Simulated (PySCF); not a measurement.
**[WO2F2]−: other spin states and a change of charge**

How does [WO2F2]− respond at fixed geometry? The runs cover other spin states and a change of charge. It is a constructed species; whether it can be made isn't addressed.

Program: PySCF 2.14.0. Level of theory: PBE0, W def2-SVP with ECP60, O def2-SVP, F def2-SVP; scalar-relativistic core potentials, no spin–orbit coupling. These are calculated values, not measurements.

3 further runs of the same task are left out: 2 for a known fault of the program, 1 that didn't finish. Runs told in other sessions of the task aren't counted.

## 1. Starting geometry

5 atoms, charge -1, spin multiplicity 2.

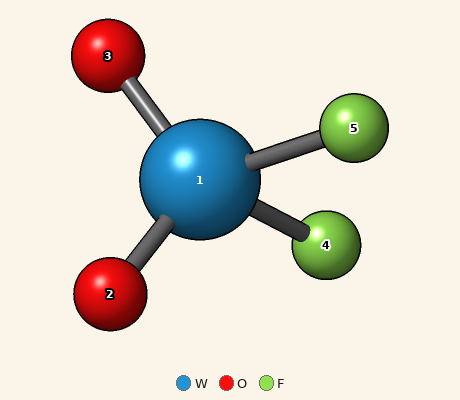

The geometry (tungsten blue, oxygen red, fluorine green); atoms are numbered from 1 in the order of the file.

Geometry (Å):

```xyz
5

W     0.0000    0.0000    0.1969
O     1.0201    1.0201    1.1592
O    -1.0201   -1.0201    1.1592
F     0.8876   -0.8876   -1.2884
F    -0.8876    0.8876   -1.2884
```

Formal oxidation states: W +5. An earlier session relaxed this geometry at PBE0, W def2-SVP with ECP60, O def2-SVP, F def2-SVP (doublet, point group C2v).

Its energy there is -416.852187 Eh.

## 2. Multiplicity 4 at the relaxed geometry

File run.py (the lines that set the calculation):

```python
mol = gto.M(atom='''
W      0.00000     0.00000     0.19694
O      1.02011     1.02011     1.15925
O     -1.02011    -1.02011     1.15925
F      0.88763    -0.88763    -1.28842
F     -0.88763     0.88763    -1.28842''',
    basis={'W': 'def2-SVP', 'O': 'def2-SVP', 'F': 'def2-SVP'},
    ecp={'W': 'def2-SVP'},
    charge=-1, spin=3)
mf = dft.UKS(mol, xc='PBE0')
mf.grids.atom_grid = (50, 194)
mf = mf.density_fit()  # fitting sets: W def2-universal-JKFIT, O def2-universal-JKFIT, F def2-universal-JKFIT
mf.conv_tol = 1e-08; mf.max_cycle = 55
mf.kernel(dm0)  # dm0: free metal ions and neutral atoms
```

Launch:

```
> OMP_NUM_THREADS=2 python run.py
```

Standard output:

```text
init E= -437.112221694362
cycle= 1 E= -407.687262773671  delta_E= 29.4  |g|=  4.6  |ddm|= 5.88
cycle= 2 E= -393.274303869082  delta_E= 14.4  |g|= 6.21  |ddm|= 8.18
cycle= 3 E= -414.052483714904  delta_E= -20.8  |g|= 2.45  |ddm|= 6.76
cycle= 4 E= -410.402837089002  delta_E= 3.65  |g|=  3.6  |ddm|= 4.74
cycle= 5 E= -416.237583769994  delta_E= -5.83  |g|= 0.801  |ddm|= 2.96
cycle= 6 E= -416.541196835614  delta_E= -0.304  |g|= 0.53  |ddm|= 4.17
cycle= 7 E= -416.65384543742  delta_E= -0.113  |g|= 0.18  |ddm|= 0.431
cycle= 8 E= -416.668345695544  delta_E= -0.0145  |g|= 0.0466  |ddm|= 0.172
cycle= 9 E= -416.669305839303  delta_E= -0.00096  |g|= 0.0134  |ddm|= 0.0392
cycle= 10 E= -416.669397239407  delta_E= -9.14e-05  |g|= 0.00478  |ddm|= 0.0126
cycle= 11 E= -416.669408989107  delta_E= -1.17e-05  |g|= 0.00048  |ddm|= 0.00481
cycle= 12 E= -416.669409257257  delta_E= -2.68e-07  |g|= 0.000222  |ddm|= 0.00109
cycle= 13 E= -416.669409337582  delta_E= -8.03e-08  |g|= 7.24e-05  |ddm|= 0.000548
cycle= 14 E= -416.669409362343  delta_E= -2.48e-08  |g|= 3.64e-05  |ddm|= 0.000356
cycle= 15 E= -416.669409369094  delta_E= -6.75e-09  |g|= 1.13e-05  |ddm|= 0.000242
Extra cycle  E= -416.669409369397  delta_E= -3.03e-10  |g|= 1.06e-05  |ddm|= 3.61e-05
converged SCF energy = -416.669409369397  <S^2> = 3.777454  2S+1 = 4.0137035
```

Run time: 2.6 s. Hardware: 2 threads of Arm Neoverse V1, shared host.

Result: E = -416.669409 Eh (+4.974 eV from the relaxed state), HOMO 1.79 eV, LUMO -0.63 eV (over both spins), ⟨S²⟩ = 3.777, Mulliken charge on W1 +0.68 e. The highest filled level lies above zero; it isn't the detachment energy. An empty level of one spin lies below a filled level of the other.

## 3. One electron removed, multiplicity 1

run.py (the lines that set the calculation): that of step 2 with these lines changed.

```diff
@@ -8,4 +8,4 @@
     ecp={'W': 'def2-SVP'},
-    charge=-1, spin=3)
-mf = dft.UKS(mol, xc='PBE0')
+    charge=0, spin=0)
+mf = dft.RKS(mol, xc='PBE0')
 mf.grids.atom_grid = (50, 194)
@@ -13,2 +13,2 @@
 mf.conv_tol = 1e-08; mf.max_cycle = 55
-mf.kernel(dm0)  # dm0: free metal ions and neutral atoms
+mf.kernel(dm0)  # dm0: the density of the relaxed state
```

Launch:

```
> OMP_NUM_THREADS=2 python run.py
```

Standard output:

```text
init E= -416.814521159332
  HOMO = -0.125095814132703  LUMO = 0.0551477977920278  gap/eV = 4.90468
cycle= 1 E= -416.712511350084  delta_E= 0.102  |g|= 0.398  |ddm|= 1.15
  HOMO = -0.391459797209585  LUMO = -0.265921473125257  gap/eV = 3.41607
cycle= 2 E= -416.508053960209  delta_E= 0.204  |g|= 1.12  |ddm|= 1.19
  HOMO = -0.411870276733173  LUMO = -0.20458822438966  gap/eV = 5.64043
cycle= 3 E= -416.747701557075  delta_E= -0.24  |g|= 0.223  |ddm|= 0.83
  HOMO = -0.371722658831015  LUMO = -0.180715101824998  gap/eV = 5.19758
cycle= 4 E= -416.756269651183  delta_E= -0.00857  |g|= 0.0695  |ddm|= 0.185
  HOMO = -0.37425469799361  LUMO = -0.17879470065272  gap/eV = 5.31874
cycle= 5 E= -416.757062211013  delta_E= -0.000793  |g|= 0.0224  |ddm|= 0.054
  HOMO = -0.372812807563253  LUMO = -0.176231727941076  gap/eV = 5.34924
cycle= 6 E= -416.757161871196  delta_E= -9.97e-05  |g|= 0.00158  |ddm|= 0.0177
  HOMO = -0.372820240376825  LUMO = -0.176148901454482  gap/eV = 5.35170
cycle= 7 E= -416.757162377734  delta_E= -5.07e-07  |g|= 0.000313  |ddm|= 0.00147
  HOMO = -0.372805049818272  LUMO = -0.176151080366431  gap/eV = 5.35123
cycle= 8 E= -416.757162394112  delta_E= -1.64e-08  |g|= 0.00017  |ddm|= 0.000286
  HOMO = -0.372804371905065  LUMO = -0.176151098410827  gap/eV = 5.35121
cycle= 9 E= -416.757162398899  delta_E= -4.79e-09  |g|= 7.91e-05  |ddm|= 0.00016
  HOMO = -0.372804992193199  LUMO = -0.176149336967207  gap/eV = 5.35127
Extra cycle  E= -416.757162387516  delta_E= 1.14e-08  |g|= 0.000249  |ddm|= 0.000215
converged SCF energy = -416.757162387516
```

Run time: 0.9 s. Hardware: 2 threads of Arm Neoverse V1, shared host.

Read off: E = -416.757162 Eh (+2.586 eV from the relaxed state), HOMO -10.14 eV, LUMO -4.79 eV, Mulliken charge on W1 +1.36 e. 

## 4. One electron removed, multiplicity 3

run.py (the lines that set the calculation): that of step 3 with these lines changed.

```diff
@@ -8,4 +8,4 @@
     ecp={'W': 'def2-SVP'},
-    charge=0, spin=0)
-mf = dft.RKS(mol, xc='PBE0')
+    charge=0, spin=2)
+mf = dft.UKS(mol, xc='PBE0')
 mf.grids.atom_grid = (50, 194)
```

Launch:

```
> OMP_NUM_THREADS=2 python run.py
```

Standard output:

```text
init E= -416.852186656447
cycle= 1 E= -416.570992791848  delta_E= 0.281  |g|= 0.378  |ddm|= 0.677
cycle= 2 E= -415.806450960558  delta_E= 0.765  |g|= 1.33  |ddm|= 1.26
cycle= 3 E= -416.618624095276  delta_E= -0.812  |g|= 0.264  |ddm|= 1.15
cycle= 4 E= -416.639522273488  delta_E= -0.0209  |g|= 0.107  |ddm|= 0.153
cycle= 5 E= -416.643391616236  delta_E= -0.00387  |g|= 0.0622  |ddm|= 0.0971
cycle= 6 E= -416.645465253854  delta_E= -0.00207  |g|= 0.00955  |ddm|= 0.0667
cycle= 7 E= -416.645549652515  delta_E= -8.44e-05  |g|= 0.00495  |ddm|= 0.0169
cycle= 8 E= -416.645545809472  delta_E= 3.84e-06  |g|= 0.0066  |ddm|= 0.00764
cycle= 9 E= -416.645565864801  delta_E= -2.01e-05  |g|= 0.000877  |ddm|= 0.00521
cycle= 10 E= -416.64556674863  delta_E= -8.84e-07  |g|= 0.000232  |ddm|= 0.0017
cycle= 11 E= -416.645566859178  delta_E= -1.11e-07  |g|= 6.39e-05  |ddm|= 0.000698
cycle= 12 E= -416.645566867309  delta_E= -8.13e-09  |g|= 1.86e-05  |ddm|= 0.000184
Extra cycle  E= -416.645566868412  delta_E= -1.1e-09  |g|= 1.69e-05  |ddm|= 6.13e-05
converged SCF energy = -416.645566868412  <S^2> = 2.0320434  2S+1 = 3.0212867
```

Wall time 1.8 s (2 threads of Arm Neoverse V1, shared host).

It gives: E = -416.645567 Eh (+5.622 eV from the relaxed state), HOMO -6.95 eV, LUMO -7.81 eV (over both spins), ⟨S²⟩ = 2.032, Mulliken charge on W1 +1.19 e. An empty level of one spin lies below a filled level of the other.

## 5. The states side by side

| state | energy from the relaxed state (eV) | ⟨S²⟩ | time |
| --- | --- | --- | --- |
| charge -1, doublet, vacuum (relaxed) | 0 | 0.76 |  |
| charge 0, singlet, vacuum | 2.59 | 0.00 | 0.9 s |
| charge -1, quartet, vacuum | 4.97 | 3.78 | 2.6 s |
| charge 0, triplet, vacuum | 5.62 | 2.03 | 1.8 s |

An electron taken off or put on is at rest in vacuum. 

Removing an electron vertically costs 2.59 eV (singlet), against −HOMO = 0.30 eV. The quartet lies 4.97 eV above at this geometry. The bases are small and lack diffuse functions. Spin–orbit coupling is left out for this open shell, where it can reorder the states. Open shells may have lower solutions than the one found.
